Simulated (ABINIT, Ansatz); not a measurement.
# NaAsF6 (Fm-3m): G0W0 on several meshes in ABINIT

How does the mesh move the gap of NaAsF6 (Fm-3m)?

Program: ABINIT 10.8.3. Level of theory: LDA and many-body steps on it, plane waves. Results are calculated unless marked as measured.

### 1. The starting structure

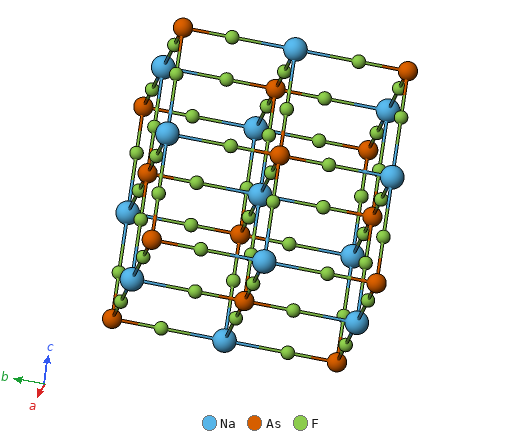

Start, viewed from a free direction; sodium blue, arsenic orange, fluorine green. This picture shows the conventional cell, with its axes. Some periodic images of atoms are drawn too.

The cell and positions are those that the Materials Project relaxed with its own functionals (PBE, PBE+U or r2SCAN), kept fixed.

### 2. Empty states on the mesh, 2×2×2 mesh, 260 bands

This step: ABINIT 10.8.3; DFT, LDA, plane waves, norm-conserving pseudopotentials.

The sums over transitions need many empty states on a uniform mesh; this step solves for them.

Input file run.abi:

```
acell 3*1.0 Angstrom
rprim 
  -0.000000000000 3.983049320000 3.983049320000
  3.983049320000 -0.000000000000 3.983049320000
  3.983049320000 3.983049320000 0.000000000000
ntypat 3
znucl 11 33 9
natom 8
typat 1 2 3 3 3 3 3 3
xred 
  0.500000000000 0.500000000000 0.500000000000
  0.000000000000 0.000000000000 0.000000000000
  0.781629880000 0.781629880000 0.218370120000
  0.218370120000 0.781629880000 0.218370120000
  0.781629880000 0.218370120000 0.218370120000
  0.218370120000 0.218370120000 0.781629880000
  0.781629880000 0.218370120000 0.781629880000
  0.218370120000 0.781629880000 0.781629880000
pp_dirpath "pseudos"
pseudos "Na.upf, As.upf, F.upf"
ecut 38
ngkpt 2 2 2
nshiftk 1
shiftk 0 0 0
kptopt 1
chksymbreak 0
iscf -2
irdden 1
istwfk *1
nband 260
nbdbuf 22
tolwfr 1e-09
nstep 60
prtvol 0
indata_prefix "in"
outdata_prefix "out"
tmpdata_prefix "tmp"
```

The run is started by

```sh
OMP_NUM_THREADS=1 mpirun -n 4 abinit run.abi > log
```

Numbers of over 12 decimals in the logs are rounded to 6 here.

Output:

```text
.Version 10.8.3 of ABINIT. v10.8.2 released Aug 2026.

 Symmetries : space group Fm -3 m (#225); Bravais cF (face-center cubic)
[... echo of the input left out ...]
== DATASET  1 ==================================================================
-   mpi_nproc: 4, omp_nthreads: 1 (-1 if OMP is not activated)
-    --> not optimal distribution: autoparal keyword recommended in input file <--

--- !DatasetInfo
iteration_state: {dtset: 1, }
dimensions: {natom: 8, nkpt: 3, mband: 260, nsppol: 1, nspinor: 1, nspden: 1, mpw: 9577, }
cutoff_energies: {ecut:  38.0, pawecutdg:  -1.0, }
[...]
2.88871    2.88871    2.89388    2.89388    2.89388    2.90615    2.94875    2.94972
   2.94974    2.94982    2.95434    2.95453    2.97086    2.97101    2.97217    2.97825
   2.97851    2.97995    2.98281    2.98303
 prteigrs : prtvol=0 or 1, do not print more k-points.

== END DATASET(S) ==============================================================
================================================================================

 -outvars: echo values of variables after computation  --------
            nband         260
             nkpt           3
          spgroup         225
 [... the other variables as echoed above ...]

 Calculation completed.
```

Run time: 1.9 min. Hardware: 4 MPI ranks of Arm Neoverse V2, shared host; peak memory 0.52 GiB.

This step gave:

* gap: 5.286 eV
* k of the valence top: 0, 0, 0
* k of the conduction bottom: 0, 0, 0
* least direct gap: 5.286 eV
* k points computed: 3
* lowest point of the top converged band, above the valence top: 80.3345 eV

On this mesh the gap is 5.286 eV.

The density comes from a self-consistent run that is not shown.

### 3. Screening, 2×2×2 mesh, 116 bands, screening to 114.3 eV

The RPA dielectric matrix is built and inverted for each q.

This step: RPA screening on LDA, plane waves, norm-conserving pseudopotentials.

run.abi, as its differences from that of step 2:

```diff
@@ -26,10 +26,11 @@
 chksymbreak 0
-iscf -2
-irdden 1
 istwfk *1
-nband 260
-nbdbuf 22
-tolwfr 1e-09
-nstep 60
-prtvol 0
+occopt 1
+irdwfk 1
+optdriver 3
+nband 116
+ecuteps 4.2
+inclvkb 2
+awtr 1
+symchi 1
 indata_prefix "in"
```

Output:

```text
.Version 10.8.3 of ABINIT. v10.8.2 released Aug 2026.

 Symmetries : space group Fm -3 m (#225); Bravais cF (face-center cubic)
[... echo of the input left out ...]
== DATASET  1 ==================================================================
-   mpi_nproc: 4, omp_nthreads: 1 (-1 if OMP is not activated)

--- !DatasetInfo
iteration_state: {dtset: 1, }
dimensions: {natom: 8, nkpt: 3, mband: 116, nsppol: 1, nspinor: 1, nspden: 1, mpw: 9577, }
cutoff_energies: {ecut:  38.0, pawecutdg:  -1.0, }
electrons: {nelect:   6.60000000E+01, charge:   0.00000000E+00, occopt:   1.00000000E+00, tsmear:   1.00000000E-02, }

 SCREENING: Calculation of the susceptibility and dielectric matrices

 Based on a program developped by R.W. Godby, V. Olevano, G. Onida, and L. Reining.
 Incorporated in ABINIT by V. Olevano, G.-M. Rignanese, and M. Torrent.
.Using double precision arithmetic ; gwpc =  8

[... cell and pseudopotentials left out ...]
--------------------------------------------------------------------------------

 ==== K-mesh for the wavefunctions ====
 Number of points in the irreducible wedge :     3
[... list of points left out ...]
 Together with 48 symmetry operations and time-reversal symmetry
 yields     8 points in the full Brillouin Zone.

 ==== Q-mesh for the screening function ====
 Number of points in the irreducible wedge :     3
[... list of points left out ...]
 Together with 48 symmetry operations and time-reversal symmetry
 yields     8 points in the full Brillouin Zone.

 setmesh: FFT mesh size selected  =    40x   40x   40
          total number of points  =        64000

 vcoul_init : cutoff-mode = AUXILIARY_FUNCTION
 q-points for optical limit:   1
     1)      0.000010    0.000020    0.000030

- screening: taking advantage of time-reversal symmetry
- Maximum band index for partially occupied states nbvw = 33
- Remaining bands to be divided among processors   nbcw = 83
- Number of bands treated by each node ~20

 Number of electrons calculated from density =   66.0000; Expected =   66.0000
 average of density, n =  0.077387
 r_s =    1.4557
 omega_plasma =   26.8343 [eV]

 calculating chi0 at frequencies [eV] :
  1    0.000000E+00    0.000000E+00
  2    0.000000E+00    2.683433E+01

--------------------------------------------------------------------------------
  q-point number  1        q = ( 0.000000, 0.000000, 0.000000) [r.l.u.]
--------------------------------------------------------------------------------
[... chi0 elements left out ...]
 For q-point:  0.000010 0.000020 0.000030
  dielectric constant =   1.7338
  dielectric constant without local fields =   1.9147

  Average fulfillment of the sum rule on Im[epsilon] for q-point    1 :     32.28  [%]
[... wings left out ...]
  q-point number  2        q = ( 0.500000, 0.000000, 0.000000) [r.l.u.]
--------------------------------------------------------------------------------
[... chi0 elements left out ...]
  Average fulfillment of the sum rule on Im[epsilon] for q-point    2 :     37.35  [%]

 [... 1 further q-points ...]
```

It took 23 s on 4 MPI ranks; peak memory 1.4 GiB; 92 s of CPU time.

Numbers from this step:

- ε∞ with local fields, on this mesh, along the program's q direction: 1.734
- the same without local fields: 1.915
- plasma frequency: 26.83 eV
- plane waves in the screening matrix: 339

Local fields lower ε∞ by 9 %. On a Γ-centred mesh this coarse the value itself is usually too large, while a short band sum pulls it down.

### 4. 2×2×2

The self-energy is evaluated for the states that the input lists, and the levels follow from it, in one-shot runs by the linearised quasiparticle equation.

This step: G0W0 on LDA, plane waves, norm-conserving pseudopotentials.

run.abi, as its differences from that of step 3:

```diff
@@ -29,8 +29,15 @@
 irdwfk 1
-optdriver 3
+optdriver 4
 nband 116
+gwcalctyp 0
+ecutsigx 38
+symsigma 1
+nkptgw 1
+kptgw 
+  0.0000000000 0.0000000000 0.0000000000
+bdgw 
+  31 35
 ecuteps 4.2
-inclvkb 2
-awtr 1
-symchi 1
+irdscr 1
+ppmodel 1
 indata_prefix "in"
```

Output:

```text
.Version 10.8.3 of ABINIT. v10.8.2 released Aug 2026.

 Symmetries : space group Fm -3 m (#225); Bravais cF (face-center cubic)
[... echo of the input left out ...]
== DATASET  1 ==================================================================
-   mpi_nproc: 4, omp_nthreads: 1 (-1 if OMP is not activated)

--- !DatasetInfo
iteration_state: {dtset: 1, }
dimensions: {natom: 8, nkpt: 3, mband: 116, nsppol: 1, nspinor: 1, nspden: 1, mpw: 9577, }
cutoff_energies: {ecut:  38.0, pawecutdg:  -1.0, }
electrons: {nelect:   6.60000000E+01, charge:   0.00000000E+00, occopt:   1.00000000E+00, tsmear:   1.00000000E-02, }

 SIGMA: Calculation of the GW corrections

 Based on a program developped by R.W. Godby, V. Olevano, G. Onida, and L. Reining.
 Incorporated in ABINIT by V. Olevano, G.-M. Rignanese, and M. Torrent.
.Using double precision arithmetic ; gwpc =  8

[... cell and pseudopotentials left out ...]
--------------------------------------------------------------------------------

 ==== K-mesh for the wavefunctions ====
 Number of points in the irreducible wedge :     3
[... list of points left out ...]
 Together with 48 symmetry operations and time-reversal symmetry
 yields     8 points in the full Brillouin Zone.

 ==== Q-mesh for screening function ====
 Number of points in the irreducible wedge :     3
[... list of points left out ...]
 Together with 48 symmetry operations and time-reversal symmetry
 yields     8 points in the full Brillouin Zone.

 vcoul_init : cutoff-mode = AUXILIARY_FUNCTION
 q-points for optical limit:   1
     1)      0.000010    0.000020    0.000030
 setmesh: FFT mesh size selected  =    60x   60x   60
          total number of points  =       216000

 Number of electrons calculated from density =   66.0000; Expected =   66.0000
 average of density, n =  0.077387
 r_s =    1.4557
 omega_plasma =   26.8343 [eV]

 === KS Band Gaps ===
  >>>> For spin  1
   Minimum direct gap =   5.2861 [eV], located at k-point      :   0.0000  0.0000  0.0000
   Fundamental gap    =   5.2861 [eV], Top of valence bands at :   0.0000  0.0000  0.0000
                                       Bottom of conduction at :   0.0000  0.0000  0.0000
 SIGMA fundamental parameters:
 PLASMON POLE MODEL  1
 number of plane-waves for SigmaX                 9577
 number of plane-waves for SigmaC and W            339
 number of plane-waves for wavefunctions          9577
 number of bands                                   116
 number of independent spin polarizations            1
 number of spinorial components                      1
 number of k-points in IBZ                           3
 number of q-points in IBZ                           3
 number of symmetry operations                      48
 number of k-points in BZ                            8
 number of q-points in BZ                            8
 number of frequencies for dSigma/dE                 9
 frequency step for dSigma/dE [eV]                0.25
 number of omega for Sigma on real axis              0
 max omega for Sigma on real axis  [eV]           0.00
 zcut for avoiding poles [eV]                     0.10

 EPSILON^-1 parameters (SCR file):
 dimension of the eps^-1 matrix on file            339
 dimension of the eps^-1 matrix used               339
 number of plane-waves for wavefunctions          9577
 number of bands                                   116
 number of q-points in IBZ                           3
 number of frequencies                               2
 number of real frequencies                          1
 number of imag frequencies                          1

 matrix elements of self-energy operator (all in [eV])

 Perturbative Calculation

--- !SelfEnergy_ee
iteration_state: {dtset: 1, }
kpoint     : [   0.000,    0.000,    0.000, ]
spin       : 1
KS_gap     :    5.286
QP_gap     :   10.539
Delta_QP_KS:    5.253
data: !SigmaeeData |
     Band     E0 <VxcDFT>   SigX SigC(E0)      Z dSigC/dE  Sig(E)    E-E0       E
       31  -3.964 -23.072 -30.801   5.042   0.826  -0.210 -25.291  -2.219  -6.184
       32  -3.964 -23.072 -30.801   5.042   0.826  -0.210 -25.291  -2.219  -6.184
       33  -3.964 -23.072 -30.801   5.042   0.826  -0.210 -25.291  -2.219  -6.184
       34   1.322 -18.169 -13.133  -1.595   0.881  -0.134 -15.135   3.033   4.355
       35   5.312  -9.938  -5.419  -1.938   0.909  -0.100  -7.593   2.345   7.657

== END DATASET(S) ==============================================================
================================================================================

 -outvars: echo values of variables after computation  --------
           etotal      0.0000000000E+00
            nband         116
             nkpt           3
          spgroup         225
 [... the other variables as echoed above ...]

 Calculation completed.
```

Wall time 5.4 s (4 MPI ranks); peak memory 1.3 GiB.

Numbers from this step:

```
G0W0 gap on the points computed              : 10.54 eV
starting gap on the mesh                     : 5.286 eV
k of the valence top                         : 0, 0, 0
k of the conduction bottom                   : 0, 0, 0
Z at the valence top                         : 0.826
Z at the conduction bottom                   : 0.881
least direct G0W0 gap on the computed points : 10.54 eV
```

The gap on the mesh goes from 5.29 eV to 10.54 eV, a correction of +5.25 eV.

### 5. Empty states on the mesh, 4×4×4 mesh, 126 bands

This step: DFT, LDA, plane waves, norm-conserving pseudopotentials.

run.abi, as its differences from that of step 4:

```diff
@@ -21,3 +21,3 @@
 ecut 38
-ngkpt 2 2 2
+ngkpt 4 4 4
 nshiftk 1
@@ -26,18 +26,10 @@
 chksymbreak 0
+iscf -2
+irdden 1
 istwfk *1
-occopt 1
-irdwfk 1
-optdriver 4
-nband 116
-gwcalctyp 0
-ecutsigx 38
-symsigma 1
-nkptgw 1
-kptgw 
-  0.0000000000 0.0000000000 0.0000000000
-bdgw 
-  31 35
-ecuteps 4.2
-irdscr 1
-ppmodel 1
+nband 126
+nbdbuf 10
+tolwfr 1e-09
+nstep 60
+prtvol 0
 indata_prefix "in"
```

Output:

```text
.Version 10.8.3 of ABINIT. v10.8.2 released Aug 2026.

 Symmetries : space group Fm -3 m (#225); Bravais cF (face-center cubic)
[... echo of the input left out ...]
== DATASET  1 ==================================================================
-   mpi_nproc: 4, omp_nthreads: 1 (-1 if OMP is not activated)

--- !DatasetInfo
iteration_state: {dtset: 1, }
dimensions: {natom: 8, nkpt: 8, mband: 126, nsppol: 1, nspinor: 1, nspden: 1, mpw: 9577, }
cutoff_energies: {ecut:  38.0, pawecutdg:  -1.0, }
[...]
1.47417    1.47417    1.48844    1.48844    1.48844    1.49980    1.49980    1.49980
   1.50643    1.50643    1.50697    1.50697    1.50697    1.52546    1.55557    1.55557
   1.55557    1.57081    1.57081    1.67381    1.67381    1.67507
 prteigrs : prtvol=0 or 1, do not print more k-points.

== END DATASET(S) ==============================================================
================================================================================

 -outvars: echo values of variables after computation  --------
            nband         126
             nkpt           8
          spgroup         225
 [... the other variables as echoed above ...]

 Calculation completed.
```

Wall time 78 s (4 MPI ranks); peak memory 0.55 GiB; 5.2 min of CPU time.

This step gave:

- gap: 5.286 eV
- k of the valence top: 0, 0, 0
- k of the conduction bottom: 0, 0, 0
- least direct gap: 5.286 eV
- k points computed: 8
- lowest point of the top converged band, above the valence top: 44.97 eV

On this mesh the gap is 5.286 eV.

### 6. Screening, 4×4×4 mesh, 116 bands, screening to 114.3 eV

This step: RPA screening on LDA, plane waves, norm-conserving pseudopotentials.

run.abi, as its differences from that of step 5:

```diff
@@ -26,10 +26,11 @@
 chksymbreak 0
-iscf -2
-irdden 1
 istwfk *1
-nband 126
-nbdbuf 10
-tolwfr 1e-09
-nstep 60
-prtvol 0
+occopt 1
+irdwfk 1
+optdriver 3
+nband 116
+ecuteps 4.2
+inclvkb 2
+awtr 1
+symchi 1
 indata_prefix "in"
```

Output:

```text
.Version 10.8.3 of ABINIT. v10.8.2 released Aug 2026.

 Symmetries : space group Fm -3 m (#225); Bravais cF (face-center cubic)
[... echo of the input left out ...]
== DATASET  1 ==================================================================
-   mpi_nproc: 4, omp_nthreads: 1 (-1 if OMP is not activated)

--- !DatasetInfo
iteration_state: {dtset: 1, }
dimensions: {natom: 8, nkpt: 8, mband: 116, nsppol: 1, nspinor: 1, nspden: 1, mpw: 9577, }
cutoff_energies: {ecut:  38.0, pawecutdg:  -1.0, }
electrons: {nelect:   6.60000000E+01, charge:   0.00000000E+00, occopt:   1.00000000E+00, tsmear:   1.00000000E-02, }

 SCREENING: Calculation of the susceptibility and dielectric matrices

 Based on a program developped by R.W. Godby, V. Olevano, G. Onida, and L. Reining.
 Incorporated in ABINIT by V. Olevano, G.-M. Rignanese, and M. Torrent.
.Using double precision arithmetic ; gwpc =  8

[... cell and pseudopotentials left out ...]
--------------------------------------------------------------------------------

 ==== K-mesh for the wavefunctions ====
 Number of points in the irreducible wedge :     8
[... list of points left out ...]
 Together with 48 symmetry operations and time-reversal symmetry
 yields    64 points in the full Brillouin Zone.

 ==== Q-mesh for the screening function ====
 Number of points in the irreducible wedge :     8
[... list of points left out ...]
 Together with 48 symmetry operations and time-reversal symmetry
 yields    64 points in the full Brillouin Zone.

 setmesh: FFT mesh size selected  =    40x   40x   40
          total number of points  =        64000

 vcoul_init : cutoff-mode = AUXILIARY_FUNCTION
 q-points for optical limit:   1
     1)      0.000010    0.000020    0.000030

- screening: taking advantage of time-reversal symmetry
- Maximum band index for partially occupied states nbvw = 33
- Remaining bands to be divided among processors   nbcw = 83
- Number of bands treated by each node ~20

 Number of electrons calculated from density =   66.0000; Expected =   66.0000
 average of density, n =  0.077387
 r_s =    1.4557
 omega_plasma =   26.8343 [eV]

 calculating chi0 at frequencies [eV] :
  1    0.000000E+00    0.000000E+00
  2    0.000000E+00    2.683433E+01

--------------------------------------------------------------------------------
  q-point number  1        q = ( 0.000000, 0.000000, 0.000000) [r.l.u.]
--------------------------------------------------------------------------------
[... chi0 elements left out ...]
 For q-point:  0.000010 0.000020 0.000030
  dielectric constant =   1.7263
  dielectric constant without local fields =   1.9068

  Average fulfillment of the sum rule on Im[epsilon] for q-point    1 :     32.24  [%]
[... wings left out ...]
  q-point number  2        q = ( 0.250000, 0.000000, 0.000000) [r.l.u.]
--------------------------------------------------------------------------------
[... chi0 elements left out ...]
  Average fulfillment of the sum rule on Im[epsilon] for q-point    2 :     41.33  [%]

 [... 6 further q-points ...]
```

Wall time 2.6 min (4 MPI ranks); peak memory 2.7 GiB; 10 min of CPU time.

Numbers from this step:

```yaml
eps_infinity_with_local_fields_on_this_mesh_along_the_program_s_q_direction: 1.726
the_same_without_local_fields: 1.907
plasma_frequency: 26.83 eV
plane_waves_in_the_screening_matrix: 339
```

(Continued in part 2 of 2.)

[Paths, hosts, dates, memory and timing lines, banners, echoed tables and standing remarks are left out of the program output.]

[Logs are printed without paths, hosts, clocks, repeated set-up lines and the standing remarks that a program may print on its own settings, such as how far it seeks lower states.]

[Runs of the session that timed out or met a known fault of the program may be left out.]

[Hosts, paths, dates, database ids (printed as entryN), source tags and the programs' standing remarks are cut or masked in the printed files.]

[G0W0 gaps are taken among the corrected bands and points alone; a level outside them can change the order at an edge.]

[Where Ansatz stands beside ABINIT at settings called matched, ABINIT's density can come from a denser mesh and the files from another edition; pairs whose starting gaps differed by over 0.03 eV were left out, so agreement reads better than it is.]
